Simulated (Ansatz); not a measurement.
# GeHO (doublet): correlated methods under varied settings at distance Ge1–O2 = 2.222 Å

Aim: run GeHO (doublet) at one geometry under a spread of methods and options, and see what each costs and gives.

The runs use Ansatz 0.2.0, Gaussian basis; the settings change from run to run.

36 further runs of the same task are left out: 13 for a known fault of the program, 19 that didn't finish, 4 set aside as unsound or not needed.

## Step 1: The geometry

The geometry derives from a PBE0/def2-TZVP stationary point (not a proven minimum). One bond is set to the value named and the two fragments are kept rigid. No spin-orbit coupling is included. The filled d shell of Ge may be among the frozen orbitals whatever the setting's name suggests; the logs give the count.

3 atoms, charge 0, spin multiplicity 2.

Atoms are counted from 1 here; the program's logs count them from 0.

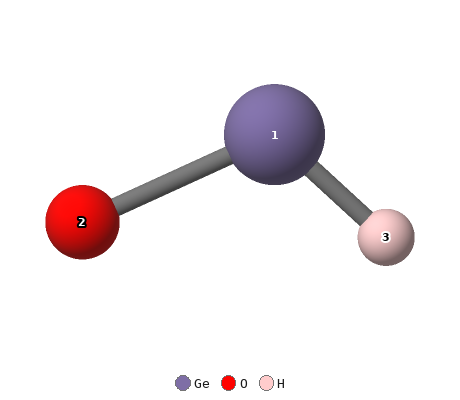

The structure; germanium purple, oxygen red, hydrogen pink; atoms are numbered from 1 in the order of the file.

Coordinates:

```
Ge    0.0000   -0.0490    0.3868
O     0.0000    0.1364   -1.8274
H     0.0000    1.3672    1.1289
```

## Step 2: HF/cc-pVDZ

in.yaml reads:

```yaml
crystal:
  periodic: [false, false, false]
  atoms:
    - {symbol: Ge, position_ang: [0.000000, -0.049013, 0.386835]}
    - {symbol: O, position_ang: [0.000000, 0.136394, -1.827416]}
    - {symbol: H, position_ang: [0.000000, 1.367217, 1.128920]}
basis:
  gaussian: {orbitals: cc-pVDZ, point_charges: [{charge: -0.50, position_ang: [3.979, 0.178, -0.028]}]}
magnetization: {spin_polarized: false, initial_magnetization: 1}
hamiltonian: {xc: hf}
output: {orbitals: {seedname: orbitals}}
```

Launch:

```bash
$ ansatz run in.yaml --threads 1 --pin off --events-out ev --progress --plain --max-ram 2393MiB
```

Standard output:

```text
Functional definition: HF
  name "HF"
  cite "Fock, Z. Phys. 61, 126 (1930) doi:10.1007/BF01340294"
  parent pbe
  exchange = exact_x
  correlation = 0
501 factors; integrals over basis functions are off by at most 1.1e-3 eV
mean field evaluation 1: about -58508.6357 eV, gradient 5.7e1 eV
mean field evaluation 2: about -58508.6427 eV, gradient 5.7e1 eV
mean field evaluation 4: about -58519.0378 eV, gradient 1.3e1 eV
mean field evaluation 8: about -58522.3994 eV, gradient 4.0e0 eV
mean field evaluation 16: about -58522.8350 eV, gradient 1.2e0 eV
mean field evaluation 32: about -58522.4939 eV, gradient 5.6e0 eV
mean field evaluation 64: about -58522.7628 eV, gradient 2.2e-1 eV
mean field evaluation 96: about -58521.4455 eV, gradient 6.9e-1 eV
mean field evaluation 128: about -58518.4724 eV, gradient 5.6e0 eV
mean field evaluation 160: about -58521.2312 eV, gradient 2.1e1 eV
mean field evaluation 192: about -58521.7722 eV, gradient 1.8e1 eV
mean field evaluation 224: about -58516.3354 eV, gradient 5.9e0 eV
mean field evaluation 256: about -58512.8286 eV, gradient 1.2e0 eV
mean field evaluation 288: about -58522.6922 eV, gradient 8.5e-1 eV
mean field -58522.84844355 eV, -2150.6750120890 hartree, gradient 5.1e-6 eV, S^2 0.750000; 2 other end points of the search recorded, 0 dependent functions left out
reference -58522.84844355 eV, -2150.6750120890 hartree; 21, 20 occupied and 25, 26 virtual orbitals, 501 factors
Total energy: -58522.84844355 eV, -2150.6750120890 hartree
```

It took 1.6 s on 1 thread of Arm Neoverse V2, shared host.

## Step 3: CCSD(T) on ROHF/def2-SVPD

in.yaml reads:

```yaml
crystal:
  periodic: [false, false, false]
  atoms:
    - {symbol: Ge, position_ang: [0.000000, -0.049013, 0.386835]}
    - {symbol: O, position_ang: [0.000000, 0.136394, -1.827416]}
    - {symbol: H, position_ang: [0.000000, 1.367217, 1.128920]}
basis:
  gaussian: {orbitals: def2-SVPD}
magnetization: {spin_polarized: false, initial_magnetization: 1}
correlation: {method: ccsd_t, electrons: outside_noble_gas, diis_vectors: 12}
output: {forces: true}
```

Same command.

Standard output, shortened:

```text
Functional definition: HF
  name "HF"
  cite "Fock, Z. Phys. 61, 126 (1930) doi:10.1007/BF01340294"
  parent pbe
[...]
669 factors; integrals over basis functions are off by at most 1.2e-3 eV
[...]
mean field -58514.75112961 eV, -2150.3774412901 hartree, gradient 1.3e-6 eV, S^2 0.750000; 14 other end points of the search recorded, 0 dependent functions left out
[...]
determinant -58514.75112961 eV, -2150.3774412901 hartree, with singles and doubles -58522.25533296 eV, -2150.6532156768 hartree
determinant -58514.50783839 eV, -2150.3685005030 hartree, with singles and doubles -58521.89670177 eV, -2150.6400362239 hartree
determinant -58513.39303353 eV, -2150.3275321798 hartree, with singles and doubles -58521.02522029 eV, -2150.6080098702 hartree
determinant -58511.17256960 eV, -2150.2459316357 hartree, with singles and doubles -58519.59149823 eV, -2150.5553215562 hartree
[...]
15 core orbitals not correlated: weight in the atoms' cores, before any rotation towards them, 1.000 or more for the frozen orbitals, at most 0.000 for the correlated occupied ones
reference -58514.75112961 eV, -2150.3774412901 hartree; 6, 5 occupied and 48, 49 virtual orbitals, 669 factors
second order -6.56394877 eV of doubles, -0.08180747 eV of singles
cycle   1  -7.51608983 eV  change   -1.7e-6 eV  update   6.2e-6
[...]
cycle  11  -7.51610200 eV  change    5.2e-8 eV  update   1.2e-7
perturbative correction -0.30610111 eV, -0.0112490082 hartree
[...]
Total energy: -58522.57333272 eV, -2150.6649019524 hartree
Atom 0 at     0.000000    -0.049013     0.386835 Å, force    -0.000000    -0.605509    -2.895537 eV/Å
Atom 1 at     0.000000     0.136394    -1.827416 Å, force     0.000000     0.200127     3.447327 eV/Å
Atom 2 at     0.000000     1.367217     1.128920 Å, force     0.000000     0.405382    -0.551790 eV/Å
Dipole moment:     0.000000     0.030946     0.694357 e Å
```

Wall time 33 s (1 thread of Arm Neoverse V2, shared host); peak memory 0.29 GiB.

From the report: correlation -7.8222 eV; T1 0.048; largest double amplitude 0.07.

## Step 4: CCSDT on UHF/cc-pVDZ

in.yaml reads:

```yaml
crystal:
  periodic: [false, false, false]
  atoms:
    - {symbol: Ge, position_ang: [0.000000, -0.049013, 0.386835]}
    - {symbol: O, position_ang: [0.000000, 0.136394, -1.827416]}
    - {symbol: H, position_ang: [0.000000, 1.367217, 1.128920]}
basis:
  gaussian: {orbitals: cc-pVDZ}
magnetization: {spin_polarized: true, initial_magnetization: 1}
correlation: {method: ccsdt, electrons: outside_noble_gas}
```

Launched as before.

Standard output, shortened:

```text
Functional definition: HF
  name "HF"
  cite "Fock, Z. Phys. 61, 126 (1930) doi:10.1007/BF01340294"
  parent pbe
[...]
849 factors; integrals over basis functions are off by at most 1.1e-7 eV
[...]
mean field -58522.87883717 eV, -2150.6761290339 hartree, gradient 4.2e-6 eV, S^2 1.086691; 32 other end points of the search recorded, 0 dependent functions left out
determinant -58522.87883717 eV, -2150.6761290339 hartree, with singles and doubles -58529.75195203 eV, -2150.9287113463 hartree
determinant -58522.66760501 eV, -2150.6683663953 hartree, with singles and doubles -58529.34932416 eV, -2150.9139150450 hartree
determinant -58522.62993443 eV, -2150.6669820270 hartree, with singles and doubles -58529.39997607 eV, -2150.9157764682 hartree
determinant -58522.41339815 eV, -2150.6590244656 hartree, with singles and doubles -58529.24904437 eV, -2150.9102298307 hartree
[...]
determinant -58522.41339815 eV, -2150.6590244656 hartree, with singles and doubles -58529.55224345 eV, -2150.9213721915 hartree
determinant -58522.34996765 eV, -2150.6566934375 hartree, with singles and doubles -58529.71088273 eV, -2150.9272020774 hartree
determinant -58522.86612778 eV, -2150.6756619727 hartree, with singles and doubles -58529.77967097 eV, -2150.9297299987 hartree
determinant -58522.86612778 eV, -2150.6756619727 hartree, with singles and doubles -58529.80550139 eV, -2150.9306792491 hartree
15 core orbitals not correlated: weight in the atoms' cores, before any rotation towards them, 0.999 or more for the frozen orbitals, at most 0.001 for the correlated occupied ones
reference -58522.86612778 eV, -2150.6756619727 hartree; 6, 5 occupied and 25, 26 virtual orbitals, 849 factors
second order -5.85682113 eV of doubles, -0.00000000 eV of singles
cycle   1  -6.36979048 eV  change   -5.1e-1 eV  update   1.2e-1
[...]
cycle  42  -7.27133529 eV  change    3.7e-7 eV  update   2.3e-7
Total energy: -58530.13746307 eV, -2150.9428786158 hartree
```

Run time: 46 s. Hardware: 1 thread of Arm Neoverse V2, shared host.

From the report: ⟨S²⟩ of the determinant 0.940 (pure doublet: 0.75); correlation -7.2713 eV; T1 0.073; largest double amplitude 0.10.

## Step 5: CCSDTQ on ROHF/STO-3G

in.yaml reads:

```yaml
crystal:
  periodic: [false, false, false]
  atoms:
    - {symbol: Ge, position_ang: [0.000000, -0.049013, 0.386835]}
    - {symbol: O, position_ang: [0.000000, 0.136394, -1.827416]}
    - {symbol: H, position_ang: [0.000000, 1.367217, 1.128920]}
basis:
  gaussian: {orbitals: STO-3G}
magnetization: {spin_polarized: false, initial_magnetization: 1}
correlation: {method: ccsdtq, electrons: valence}
```

The command is unchanged.

Standard output, shortened:

```text
Functional definition: HF
  name "HF"
  cite "Fock, Z. Phys. 61, 126 (1930) doi:10.1007/BF01340294"
  parent pbe
[...]
307 factors; integrals over basis functions are off by at most 4.8e-8 eV
[...]
mean field -57851.98333008 eV, -2126.0211738978 hartree, gradient 1.1e-6 eV, S^2 0.750000; 11 other end points of the search recorded, 0 dependent functions left out
[...]
determinant -57851.98333008 eV, -2126.0211738978 hartree, with singles and doubles -57854.59934915 eV, -2126.1173108254 hartree
determinant -57851.76847922 eV, -2126.0132782741 hartree, with singles and doubles -57854.28131315 eV, -2126.1056232180 hartree
determinant -57848.95906901 eV, -2125.9100343535 hartree, with singles and doubles -57852.17473107 eV, -2126.0282077543 hartree
determinant -57845.95078079 eV, -2125.7994818004 hartree, with singles and doubles -57849.20881081 eV, -2125.9192121953 hartree
determinant -57851.98333008 eV, -2126.0211738978 hartree, with singles and doubles -57854.63849820 eV, -2126.1187495266 hartree
determinant -57851.76847922 eV, -2126.0132782741 hartree, with singles and doubles -57854.29832714 eV, -2126.1062484705 hartree
[...]
unrestricted determinant -57852.61141063 eV, -2126.0442554322 hartree, S^2 1.4669
10 core orbitals not correlated: weight in the atoms' cores, before any rotation towards them, 1.000 or more for the frozen orbitals, at most 0.000 for the correlated occupied ones
reference -57851.98333008 eV, -2126.0211738978 hartree; 11, 10 occupied and 3, 4 virtual orbitals, 307 factors
second order -1.62717466 eV of doubles, -0.01556065 eV of singles
cycle   1  -2.09120696 eV  change   -4.5e-1 eV  update   1.3e-1
[...]
cycle  58  -2.94491776 eV  change   -1.3e-7 eV  update   1.2e-6
Total energy: -57854.92824784 eV, -2126.1293976294 hartree
```

It took 1.8 min on 1 thread of Arm Neoverse V2, shared host; peak memory 0.58 GiB.

From the report: correlation -2.9449 eV; T1 0.055; largest double amplitude 0.15.

## Step 6: All runs side by side

```
                             level         correlated  functions  energy (eV)     time
HF/cc-pVDZ (beside a point charge)                            46  -58522.8484    1.6 s
         CCSD(T) on ROHF/def2-SVPD  outside noble gas         69  -58522.5733     33 s
              CCSDT on UHF/cc-pVDZ  outside noble gas         46  -58530.1375     46 s
             CCSDTQ on ROHF/STO-3G            valence         24  -57854.9282  1.8 min
```

## Step 7: Summary of results

| quantity | value |
| --- | --- |
| runs | 4 |
| quickest | HF/cc-pVDZ (beside a point charge), 1.6 s |
| slowest | CCSDTQ on ROHF/STO-3G, 1.8 min |

In words: Total energies in different bases, with other cores or another treatment of relativity can't be set against each other. CCSDTQ on ROHF/STO-3G took 66 times as long as HF/cc-pVDZ (beside a point charge); the jobs differ in more than the method.
